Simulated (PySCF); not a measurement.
# InFCl: relaxation and vibrations of the doublet

Where does doublet InFCl go from a linear start, is the end point a minimum, and what are its modes, charges and moments?

The runs use PySCF 2.14.0; PBE0, basis In def2-TZVP with ECP28, F def2-TZVP, Cl def2-TZVP, scalar-relativistic core potentials, no spin–orbit coupling, density fitting.

### 1 Where the work starts

3 atoms, charge 0, spin multiplicity 2.

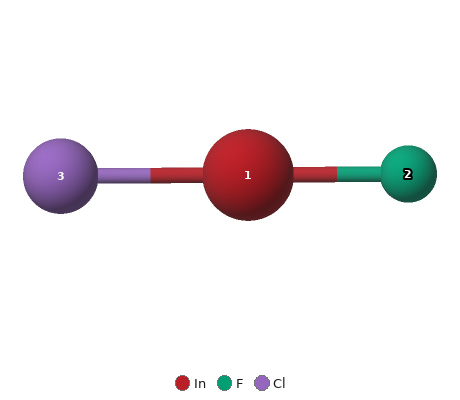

As it starts; indium red, fluorine teal, chlorine purple; atoms are numbered from 1 in the order of the file.

Z-matrix (Å, degrees; charge 0 multiplicity 2):
```
In
F  1 2.0600
Cl 1 2.4100 2 180.00
```

### 2 First SCF at the start

The steps below are one call of a driver around PySCF. For each, scf.py gives the equivalent set-up of the SCF; relaxations use the driver's own optimiser. After this first run the driver tries any further starts and a stability analysis.

File scf.py:

```python
from pyscf import gto, scf, dft
mol = gto.M(atom='''
In     0.000000     0.000000     0.000000
F      0.000000     0.000000    -2.060000
Cl     0.000000     0.000000     2.410000''',
    basis={'In': 'def2-TZVP', 'F': 'def2-TZVP', 'Cl': 'def2-TZVP'},
    ecp={'In': 'def2-TZVP'},
    charge=0, spin=1)
mf = dft.UKS(mol, xc='PBE0')
mf.grids.atom_grid = (50, 194)
aux = {'In': 'def2-universal-JKFIT', 'F': 'def2-universal-JKFIT', 'Cl': 'def2-universal-JKFIT'}
mf = mf.density_fit(auxbasis=aux)
mf.conv_tol = 1e-08
mf.diis_space = 10
mf.max_cycle = 60
mf.init_guess = 'minao'
mf.verbose = 4
mf.kernel()
```

The run is started by

```
> OMP_NUM_THREADS=4 python axn.py task.json out
```

The log of the run:

```text
init E= -717.252974173115
[... the frontier-level lines of each cycle are left out ...]
cycle= 1 E= -749.304573908696  delta_E= -32.1  |g|= 1.37  |ddm|= 31.5
cycle= 2 E= -748.7427856521  delta_E= 0.562  |g|= 1.97  |ddm|= 5.66
cycle= 3 E= -749.992047624143  delta_E= -1.25  |g|= 0.369  |ddm|= 2.42
cycle= 4 E= -750.015014427194  delta_E= -0.023  |g|= 0.269  |ddm|= 0.484
cycle= 5 E= -750.038584444042  delta_E= -0.0236  |g|= 0.0204  |ddm|= 0.214
cycle= 6 E= -750.038736538411  delta_E= -0.000152  |g|= 0.00814  |ddm|= 0.0291
cycle= 7 E= -750.038773094585  delta_E= -3.66e-05  |g|= 0.00272  |ddm|= 0.0158
cycle= 8 E= -750.038778065237  delta_E= -4.97e-06  |g|= 0.000869  |ddm|= 0.0037
cycle= 9 E= -750.038778764974  delta_E= -7e-07  |g|= 0.000276  |ddm|= 0.00199
cycle= 10 E= -750.038778865701  delta_E= -1.01e-07  |g|= 9.66e-05  |ddm|= 0.000754
cycle= 11 E= -750.038778873332  delta_E= -7.63e-09  |g|= 4.78e-05  |ddm|= 0.000216
Extra cycle  E= -750.038778871891  delta_E= 1.44e-09  |g|= 8.28e-05  |ddm|= 0.000111
converged SCF energy = -750.038778871891  <S^2> = 0.7543652  2S+1 = 2.0043604
```

This step, with its further starts and checks, took 6.8 s on 4 threads of Arm Neoverse V2, shared host.

No lower solution of this spin turned up in the test of internal stability.

### 3 Relaxing the doublet from the linear start

The program finds C∞v symmetry in the start, which this walk keeps. The walk stops when the largest gradient is under 0.0003 Eh/bohr and the energy has settled too.

Edit scf.py of step 2 so:

```diff
@@ -3,3 +3,3 @@
-In     0.000000     0.000000     0.000000
-F      0.000000     0.000000    -2.060000
-Cl     0.000000     0.000000     2.410000''',
+In     0.000000     0.000000    -0.267294
+F      0.000000     0.000000    -2.327294
+Cl     0.000000     0.000000     2.142706''',
@@ -16 +15,0 @@
-mf.init_guess = 'minao'
```

Steps of the walk:

```csv
step,energy (Eh),change (kJ/mol),largest symmetric gradient (Eh/bohr)
0,-750.038779,0.00,0.01851
1,-750.039829,-2.76,0.00587
2,-750.039904,-2.95,0.00101
3,-750.039909,-2.97,0.00033
4,-750.039910,-2.97,0.00007
```

The walk took 10 s.

Geometry (Å) and forces (eV/Å) at some steps:

```
step 0
In   0.000   0.000  -0.267   0.000   0.000  -0.952
F    0.000   0.000  -2.327   0.000   0.000   0.831
Cl   0.000   0.000   2.143   0.000   0.000   0.121
step 1
In   0.000   0.000  -0.287   0.000   0.000  -0.302
F    0.000   0.000  -2.296   0.000   0.000   0.206
Cl   0.000   0.000   2.131   0.000   0.000   0.096
step 2
In   0.000   0.000  -0.297   0.000   0.000   0.015
F    0.000   0.000  -2.287   0.000   0.000  -0.052
Cl   0.000   0.000   2.131   0.000   0.000   0.037
step 3
In   0.000   0.000  -0.296   0.000   0.000  -0.011
F    0.000   0.000  -2.289   0.000   0.000  -0.007
Cl   0.000   0.000   2.134   0.000   0.000   0.017
step 4
In   0.000   0.000  -0.297   0.000   0.000  -0.004
F    0.000   0.000  -2.290   0.000   0.000   0.001
Cl   0.000   0.000   2.135   0.000   0.000   0.002
```

End point (C∞v, 4 steps, 3.0 kJ/mol gained): In–Cl 2.432 Å, In–F 1.993 Å; Cl–In–F 180.0°.

### 4 Is it a minimum? Harmonic modes

The point is checked on the finer grid, and tightened if its gradient asks for it. The Hessian and the dipole derivatives come from central differences of analytic gradients, with steps of 0.02 bohr.

Edit scf.py of step 3 so:

```diff
@@ -3,3 +3,3 @@
-In     0.000000     0.000000    -0.267294
-F      0.000000     0.000000    -2.327294
-Cl     0.000000     0.000000     2.142706''',
+In     0.000000     0.000000    -0.279383
+F     -0.000000    -0.000000    -2.272996
+Cl     0.000000     0.000000     2.152891''',
@@ -10 +10 @@
-mf.grids.atom_grid = (50, 194)
+mf.grids.atom_grid = (75, 302)
@@ -13 +13 @@
-mf.conv_tol = 1e-08
+mf.conv_tol = 1e-10
```

The driver hands on the density of the step before, so the log starts near convergence.

SCF at the final geometry:

```text
init E= -750.039997452339
[... the frontier-level lines of each cycle are left out ...]
cycle= 1 E= -750.039997452333  delta_E= 6.48e-12  |g|= 5.56e-06  |ddm|= 1.04e-05
Extra cycle  E= -750.039997452307  delta_E= 2.55e-11  |g|= 9.33e-06  |ddm|= 1.63e-05
converged SCF energy = -750.039997452307  <S^2> = 0.75402024  2S+1 = 2.0040162
```

The whole step took 36 s.

Geometry: C∞v; In–Cl 2.432 Å, In–F 1.994 Å; Cl–In–F 180.0°.

Harmonic modes (main isotopes):

| symmetry | ω (cm⁻¹) | IR (km/mol) | type |
| --- | --- | --- | --- |
| π | 109i | 6.5 | bend |
| σ+ | 281 | 27.9 | stretch |
| σ+ | 508 | 95.2 | stretch |

2 modes are imaginary, the largest at 109i cm⁻¹: a saddle point, not a minimum.

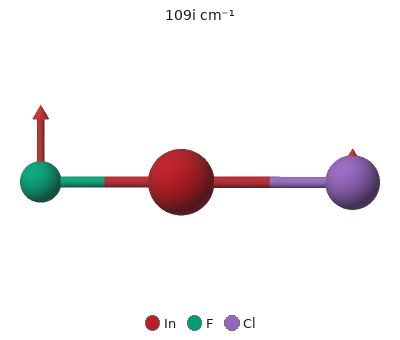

The imaginary mode, as arrows.

Constants and moments:

```
Dipole moment                                                   : 0.18 D
Highest occupied level                                          : -6.54 eV
Lowest empty level                                              : -4.03 eV
Rotational constants                                            : 0.06262 cm⁻¹
Zero-point energy (real modes)                                  : 4.7 kJ/mol
Principal polarisabilities                                      : 44.6, 44.6, 78.3 bohr³
Atomisation energy without zero-point energy                    : 663 kJ/mol
Principal traceless quadrupole moments about the centre of mass : -17.19, 8.60, 8.60 D Å
Spin squared ⟨S²⟩                                               : 0.754
```

Populations by atom (charges in e):

| atom | Mulliken | Löwdin | polar tensor | spin (Mulliken) | Mayer order to In1 |
| --- | --- | --- | --- | --- | --- |
| In1 | 0.78 | 0.27 | 0.89 | 0.55 | – |
| F2 | -0.44 | -0.28 | -0.50 | 0.16 | 0.83 |
| Cl3 | -0.34 | 0.01 | -0.39 | 0.29 | 0.94 |

Mulliken populations on In1 (outside its core potential): s 3.48, p 6.52, d 10.16, f 0.06.

### 5 Following the imaginary mode

The atoms are moved a little along the softest imaginary mode and relaxed again.

The program finds Cs symmetry in the start, which this walk keeps.

Edit scf.py of step 4 so:

```diff
@@ -3,3 +3,3 @@
-In     0.000000     0.000000    -0.279383
-F     -0.000000    -0.000000    -2.272996
-Cl     0.000000     0.000000     2.152891''',
+In    -0.074296     0.011727    -0.279375
+F      0.246943    -0.038976    -2.272987
+Cl     0.109967    -0.017357     2.152899''',
@@ -10 +10 @@
-mf.grids.atom_grid = (75, 302)
+mf.grids.atom_grid = (50, 194)
@@ -13 +13 @@
-mf.conv_tol = 1e-10
+mf.conv_tol = 1e-08
```

The optimiser's trace:

```csv
step,energy (Eh),change (kJ/mol),largest symmetric gradient (Eh/bohr)
0,-750.041390,0.00,0.00980
1,-750.043160,-4.65,0.00676
2,-750.045483,-10.75,0.00742
3,-750.047878,-17.03,0.01028
4,-750.052270,-28.57,0.01665
5,-750.054073,-33.30,0.00360
6,-750.054373,-34.09,0.00106
7,-750.054382,-34.11,0.00049
8,-750.054383,-34.11,0.00002
```

The walk took 20 s.

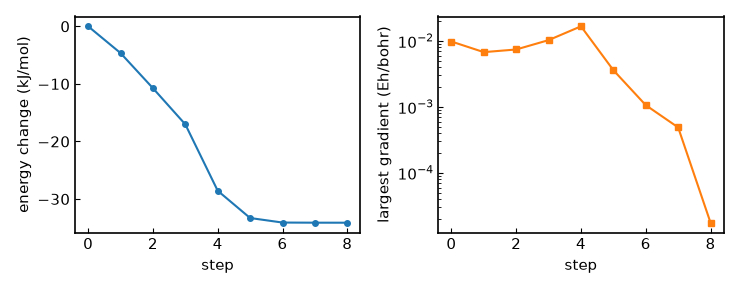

How energy and gradient fall.

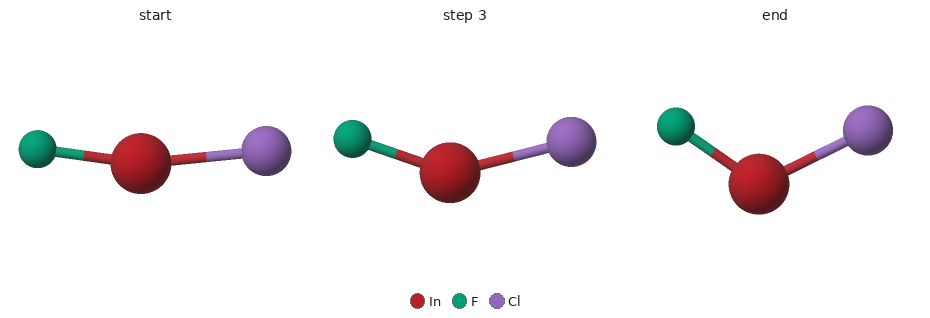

Start and end of the relaxation, with a step between.

It settles in Cs symmetry, 34.1 kJ/mol below the start, after 8 steps: In–Cl 2.351 Å, In–F 1.958 Å; Cl–In–F 119.0°.

### 6 Vibrations and properties at this point

As before: finer grid, then central differences.

Edit scf.py of step 5 so:

```diff
@@ -3,3 +3,3 @@
-In    -0.074296     0.011727    -0.279375
-F      0.246943    -0.038976    -2.272987
-Cl     0.109967    -0.017357     2.152899''',
+In    -0.338020     0.053351    -0.264574
+F      0.812307    -0.128210    -1.838263
+Cl     0.651416    -0.102816     1.862629''',
@@ -10 +10 @@
-mf.grids.atom_grid = (50, 194)
+mf.grids.atom_grid = (75, 302)
@@ -13 +13 @@
-mf.conv_tol = 1e-08
+mf.conv_tol = 1e-10
```

Log of the central SCF (cycles and frontier levels):

```text
init E= -750.054361835145
[... the frontier-level lines of each cycle are left out ...]
cycle= 1 E= -750.054361835139  delta_E= 5.8e-12  |g|= 5.49e-06  |ddm|= 1.34e-05
Extra cycle  E= -750.054361835125  delta_E= 1.34e-11  |g|= 7.5e-06  |ddm|= 1.75e-05
converged SCF energy = -750.054361835125  <S^2> = 0.75383728  2S+1 = 2.0038336
```

The whole step took 50 s on 4 threads of Arm Neoverse V2, shared host.

Geometry: Cs; In–Cl 2.351 Å, In–F 1.958 Å; Cl–In–F 118.3°.

Modes, for the most abundant isotopes:

```csv
symmetry,ω (cm⁻¹),IR (km/mol),μ (u)
a',103,12.4,25.57
a',336,40.9,41.07
a',563,88.3,21.65
```

Every mode is real; the point is a minimum.

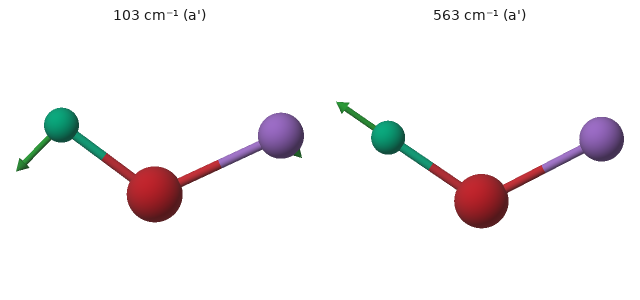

How the atoms move in 2 of the modes.

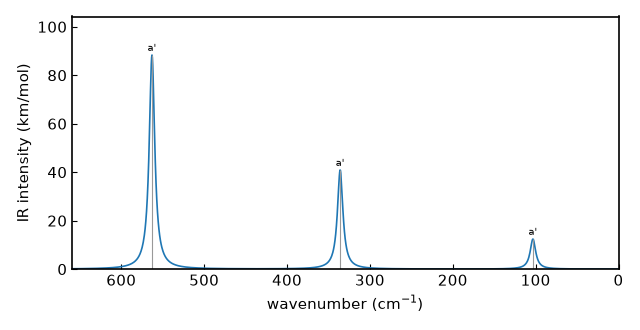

The harmonic infrared spectrum (widths in cm⁻¹). Lines are broadened to a width of 8 cm⁻¹ (Lorentzian).

Constants and moments:

- Dipole moment: 2.89 D
- Highest occupied level: -7.36 eV
- Lowest empty level: -4.54 eV
- Rotational constants: 0.4481, 0.08537, 0.07171 cm⁻¹
- Zero-point energy: 6.0 kJ/mol
- Principal polarisabilities: 39.9, 42.5, 66.1 bohr³
- Atomisation energy without zero-point energy: 700 kJ/mol
- Principal traceless quadrupole moments about the centre of mass: -11.04, 3.37, 7.68 D Å
- Entropy at 298.15 K and 1 bar (electronic part: spin only): 308.4 J/(mol K)
- Heat capacity Cp at 298.15 K: 52.8 J/(mol K)
- Enthalpy at 298.15 K above 0 K: 13.30 kJ/mol
- Rotational symmetry number: 1
- Spin squared ⟨S²⟩: 0.754

Populations by atom (charges in e):

```
atom  Mulliken  Löwdin  polar tensor  spin (Mulliken)  Mayer order to In1
 In1      0.81    0.20          1.14             0.71                   –
  F2     -0.46   -0.26         -0.63             0.10                0.84
 Cl3     -0.35    0.06         -0.51             0.18                1.00
```

Outer orbital energies (eV). α occupied: -21.64, -12.78, -11.07, -10.69, -10.58, -9.32, -9.27, -7.36; empty: -2.08, -0.43, 0.06, 1.90. β occupied: -22.10, -21.42, -12.16, -10.59, -10.56, -10.18, -9.23, -9.15; empty: -4.54, -1.45, 0.02, 0.54.

Mulliken populations on In1 (outside its core potential): s 3.30, p 6.68, d 10.14, f 0.07.

### 7 The points found, side by side

| spin | group | bonds | imaginary modes (cm⁻¹) | ΔE (kJ/mol) | with zero-point energy |
| --- | --- | --- | --- | --- | --- |
| doublet | Cs | In–Cl 2.351 Å, In–F 1.958 Å | none | 0.0 | 0.0 |
| doublet | C∞v | In–Cl 2.432 Å, In–F 1.994 Å | 109i, 109i | 37.7 | – |

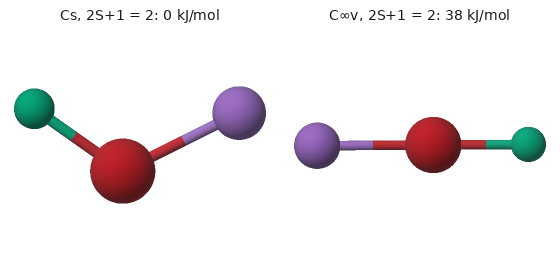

The points, lowest first (indium red, fluorine teal, chlorine purple).

### 8 What came out

| quantity | value |
| --- | --- |
| minimum | doublet, Cs |
| geometry | In–Cl 2.351 Å, In–F 1.958 Å; Cl–In–F 118.3° |
| wavenumbers (cm⁻¹) | 103 (a'), 336 (a'), 563 (a') |
| dipole moment | 2.89 D |
| highest occupied, lowest empty level (either spin) | -7.36, -4.54 eV |
| polar-tensor charge of In1 | +1.14 e |
| zero-point energy | 6.0 kJ/mol |
| entropy at 298.15 K | 308.4 J/(mol K) |
| atomisation energy (no zero-point energy) | 700 kJ/mol |
| ⟨S²⟩ | 0.754 |

In words: From C∞v at the start the molecule goes to a Cs minimum, after a stop at a second-order saddle point 37.7 kJ/mol higher, from which it was pushed off along an imaginary mode. In the infrared the band at 563 cm⁻¹ (a', stretch) leads. Most of the spin sits on In1 (Mulliken spin 0.71, against 1 for the whole molecule). Other starts or spin states, not run here, may lie lower. With an element this heavy the missing spin–orbit coupling can shift these numbers.

The search up to here took 2 min.
